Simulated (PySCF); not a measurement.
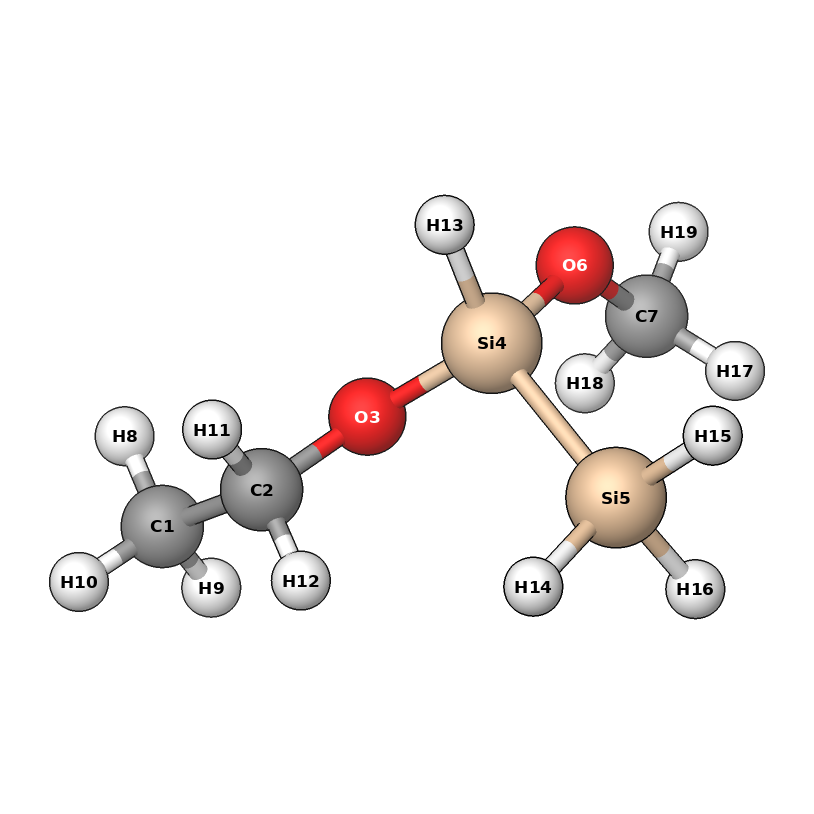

The computed structure is the end point of a GFN2-xTB optimisation. No frequency run is at hand to confirm it as a minimum. Electric field gradients from the ground-state density, PBE0/pcSseg-1 (PySCF 2.14.0), non-relativistic apart from any core potentials.

Give the largest field-gradient component, the quadrupole coupling constant and the asymmetry for 17O at O3 (Q = −25.6 mb), 17O at O6 (Q = −25.6 mb).

```
atom  V_zz (a.u.)  e²qQ/h (MHz)     η
  O3        1.667        −10.03  0.46
  O6        1.710        −10.28  0.32
```

The geometry is semi-empirical. Around Si such bond lengths and angles can be off by a tenth of an ångström or more and by several degrees, and values that hang on the shape move with them.
